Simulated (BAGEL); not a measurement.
# A workflow on GaSiH7O (SMILES [SiH3][OH+][GaH3-])

Aim: the energy (HF/def2-SV(P)), then the energy (NEVPT2(2,2)/def2-SV(P)), then the energy (CASPT2(2,2)/def2-SV(P)) of GaSiH7O. 

Program for the calculation: BAGEL 1.2.2.

2 further runs of the same task are left out: 2 set aside as unsound or not needed.

## (1) The molecule

GaSiH7O: 10 atoms, total charge 0, spin state singlet. SMILES: `[SiH3][OH+][GaH3-]`. The Si1–H4 distance was set to 2.821 Å, away from the relaxed value. At this shape a bond of the SMILES string is far longer than usual.

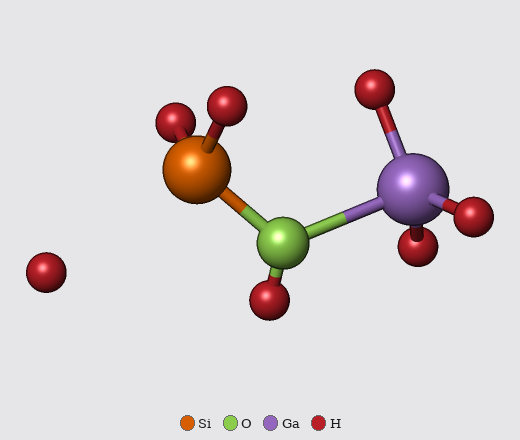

Viewed from a chosen angle; silicon orange, oxygen green, gallium purple, hydrogen red.

## (2) A single-point energy at HF/def2-SV(P) (density fitting with svp-jkfit) (run 1)

input.json

```json
{ "bagel" : [

{
  "title" : "molecule",
  "basis" : "def2-sv_p_.json",
  "df_basis" : "svp-jkfit",
  "angstrom" : true,
  "geometry" : [
    { "atom" : "Si", "xyz" : [    0.669418,    0.626192,   -0.618194 ] },
    { "atom" : "O", "xyz" : [    0.381918,   -0.287608,    0.768606 ] },
    { "atom" : "Ga", "xyz" : [    2.036218,   -0.604908,    2.146306 ] },
    { "atom" : "H", "xyz" : [   -1.767100,    0.740000,   -2.035000 ] },
    { "atom" : "H", "xyz" : [    1.710118,   -0.013208,   -1.453794 ] },
    { "atom" : "H", "xyz" : [    1.084518,    1.959292,   -0.143394 ] },
    { "atom" : "H", "xyz" : [   -0.169782,   -1.068708,    0.681206 ] },
    { "atom" : "H", "xyz" : [    1.460718,    0.092692,    3.431406 ] },
    { "atom" : "H", "xyz" : [    3.039718,    0.199592,    1.223706 ] },
    { "atom" : "H", "xyz" : [    2.024418,   -2.179508,    2.042006 ] }
  ]
},
{ "title" : "hf" },
{ "title" : "print", "file" : "orbitals.molden", "orbitals" : true }

]}
```

The basis set def2-SV(P) is read from a file made from the Basis Set Exchange's data (not shown).

On the command line:

```console
$ BAGEL_NUM_THREADS=1 BAGEL input.json > input.out
```

Standard output:

```text
* using 1 threads per process

  ===============================================================
  ===============================================================

  *** Geometry ***

  { "atom" : "Si", "xyz" : [      1.265017,      1.183331,     -1.168217 ] },
  { "atom" : "O", "xyz" : [      0.721720,     -0.543500,      1.452455 ] },
  { "atom" : "Ga", "xyz" : [      3.847894,     -1.143110,      4.055931 ] },
[... 6 lines of this table left out ...]
  { "atom" : "H", "xyz" : [      3.825596,     -4.118673,      3.858832 ] },

  Number of auxiliary basis functions:      597

  Since a DF basis is specified, we compute 2- and 3-index integrals:
    o Being stored without compression. Storage requirement is 0.029 GB

  Number of basis functions:       78
  Number of electrons      :       60

    * METHOD: MOLECULE                             0.40

  *** RHF ***

  === Nuclear Repulsion ===
   252.2823303214

      * DIIS with orbital gradients will be used.

  === RHF iteration (def2-sv_p_.json) ===
      0      -2290.40757738          0.01633531           0.14
      1      -2290.50984029          0.01066137           0.14
      2      -2290.55539014          0.00130074           0.13
[... 9 lines of this table left out ...]
     12      -2290.55678339          0.00000000           0.14
    * SCF iteration converged.

    * Permanent dipole moment:
           (    0.054028,     0.123776,     0.542137) a.u.

    * METHOD: HF                                   2.11

    * METHOD: PRINT                                0.02

  ===============================================================
```

It took 2.7 s on 1 thread of Arm Neoverse V1, shared host; peak memory 0.14 GiB.

## (3) A single-point energy at NEVPT2(2,2)/def2-SV(P) (density fitting with svp-jkfit) (run 2)

job.json

```json
{ "bagel" : [

{
  "title" : "molecule",
  "basis" : "def2-sv_p_.json",
  "df_basis" : "svp-jkfit",
  "angstrom" : true,
  "geometry" : [
    { "atom" : "Si", "xyz" : [    0.669418,    0.626192,   -0.618194 ] },
    { "atom" : "O", "xyz" : [    0.381918,   -0.287608,    0.768606 ] },
    { "atom" : "Ga", "xyz" : [    2.036218,   -0.604908,    2.146306 ] },
    { "atom" : "H", "xyz" : [   -1.767100,    0.740000,   -2.035000 ] },
    { "atom" : "H", "xyz" : [    1.710118,   -0.013208,   -1.453794 ] },
    { "atom" : "H", "xyz" : [    1.084518,    1.959292,   -0.143394 ] },
    { "atom" : "H", "xyz" : [   -0.169782,   -1.068708,    0.681206 ] },
    { "atom" : "H", "xyz" : [    1.460718,    0.092692,    3.431406 ] },
    { "atom" : "H", "xyz" : [    3.039718,    0.199592,    1.223706 ] },
    { "atom" : "H", "xyz" : [    2.024418,   -2.179508,    2.042006 ] }
  ]
},
{
  "title" : "hf"
},
{
  "title" : "nevpt2",
  "nstate" : 1,
  "nact" : 2,
  "nclosed" : 29,
  "active" : [30, 31],
  "maxiter" : 200,
  "natocc" : true,
  "ncore" : 15
},
{
  "title" : "print",
  "file" : "orbitals.molden",
  "orbitals" : true
}

]}
```

The basis set def2-SV(P) is read from a file made from the Basis Set Exchange's data (not shown).

On the command line:

```console
$ BAGEL_NUM_THREADS=1 BAGEL job.json > job.out
```

Standard output:

```text
* using 1 threads per process

  ===============================================================
  ===============================================================

  *** Geometry ***

  { "atom" : "Si", "xyz" : [      1.265017,      1.183331,     -1.168217 ] },
  { "atom" : "O", "xyz" : [      0.721720,     -0.543500,      1.452455 ] },
  { "atom" : "Ga", "xyz" : [      3.847894,     -1.143110,      4.055931 ] },
[... 6 lines of this table left out ...]
  { "atom" : "H", "xyz" : [      3.825596,     -4.118673,      3.858832 ] },

[... 23 lines left out ...]
    * SCF iteration converged.
[... 1 line left out ...]
    * Permanent dipole moment:
[... 28 lines left out ...]
    * Second-order optimization converged. *
[... 9 lines left out ...]
     * ci vector, state   0, <S^2> = 0.0000
       2.     0.9173297473
       .2    -0.3981282893

  === DF-NEVPT2 calculation ===

    * 3-index integral transformation done
    * assembly done

      NEVPT2 correlation energy:   -0.4610323709      0.15

          (+0)     -0.4375572472
          (+0)'    -0.0031211564
          (+1)     -0.0076356644
          (+1)'    -0.0000000000
          (+2)     -0.0001716350
          (-1)     -0.0120782778
          (-1)'     0.0000000000
          (-2)     -0.0004683902

      NEVPT2 total energy:       -2291.0770399207

    * METHOD: NEVPT2                               7.00

    * METHOD: PRINT                                0.02

  ===============================================================
```

Run time: 9.9 s. Hardware: 1 thread of Arm Neoverse V1, shared host; peak memory 0.14 GiB.

## (4) The energy at CASPT2(2,2)/def2-SV(P) (density fitting with svp-jkfit) (run 3)

input.json

```json
{ "bagel": [

{
  "title": "molecule",
  "basis": "def2-sv_p_.json",
  "df_basis": "svp-jkfit",
  "angstrom": true,
  "geometry": [
    { "atom": "Si", "xyz": [       0.669418,       0.626192,      -0.618194 ] },
    { "atom": "O", "xyz": [       0.381918,      -0.287608,       0.768606 ] },
    { "atom": "Ga", "xyz": [       2.036218,      -0.604908,       2.146306 ] },
    { "atom": "H", "xyz": [      -1.767100,       0.740000,      -2.035000 ] },
    { "atom": "H", "xyz": [       1.710118,      -0.013208,      -1.453794 ] },
    { "atom": "H", "xyz": [       1.084518,       1.959292,      -0.143394 ] },
    { "atom": "H", "xyz": [      -0.169782,      -1.068708,       0.681206 ] },
    { "atom": "H", "xyz": [       1.460718,       0.092692,       3.431406 ] },
    { "atom": "H", "xyz": [       3.039718,       0.199592,       1.223706 ] },
    { "atom": "H", "xyz": [       2.024418,      -2.179508,       2.042006 ] }
  ]
},

{ "title": "hf" },

{ "title": "casscf", "nstate": 1, "nact": 2, "nclosed": 29, "active": [30, 31], "maxiter": 200, "natocc": true },

{ "title": "print", "file": "orbitals.molden", "orbitals": true },

{ "title": "smith", "method": "caspt2", "ms": true, "xms": true, "sssr": true, "shift": 0.2, "shift_imag": true, "ncore": 15 }

]}
```

The basis set def2-SV(P) is read from a file made from the Basis Set Exchange's data (not shown).

On the command line:

```console
$ BAGEL_NUM_THREADS=1 BAGEL input.json > input.out
```

Standard output:

```text
* using 1 threads per process

  ===============================================================
  ===============================================================

  *** Geometry ***

  { "atom" : "Si", "xyz" : [      1.265017,      1.183331,     -1.168217 ] },
  { "atom" : "O", "xyz" : [      0.721720,     -0.543500,      1.452455 ] },
  { "atom" : "Ga", "xyz" : [      3.847894,     -1.143110,      4.055931 ] },
[... 6 lines of this table left out ...]
  { "atom" : "H", "xyz" : [      3.825596,     -4.118673,      3.858832 ] },

[... 25 lines left out ...]
    * Permanent dipole moment:
[... 37 lines left out ...]
     * ci vector, state   0, <S^2> = 0.0000
[... 21 lines left out ...]
       #      aibj      arbs      arbi      airj      risj      airs      arst      rist         Etot      error   time
[... 7 lines left out ...]
      ------------------------------------------------------------------------------------------------------------------

    * CASPT2 energy : state  0    -2291.0794107277
        w/o shift correction      -2291.0772775428
        reference weight              0.8801007561

    * METHOD: SMITH                                0.62

  ===============================================================
```

Run time: 9.9 s. Hardware: 1 thread of Arm Neoverse V1, shared host; peak memory 0.16 GiB.

## (5) Summary of results

| quantity | value |
| --- | --- |
| run 1, HF/def2-SV(P): total energy | -2290.55678 Eh |
| run 1, HF/def2-SV(P): dipole moment | 1.42 D |
| run 1, HF/def2-SV(P): HOMO energy | -9.40 eV |
| run 1, HF/def2-SV(P): LUMO energy | -0.27 eV |
| run 1, HF/def2-SV(P): HOMO–LUMO gap | 9.12 eV |
| run 2, NEVPT2(2,2)/def2-SV(P): total energy | -2291.07704 Eh |
| run 3, CASPT2(2,2)/def2-SV(P): total energy | -2291.07941 Eh |
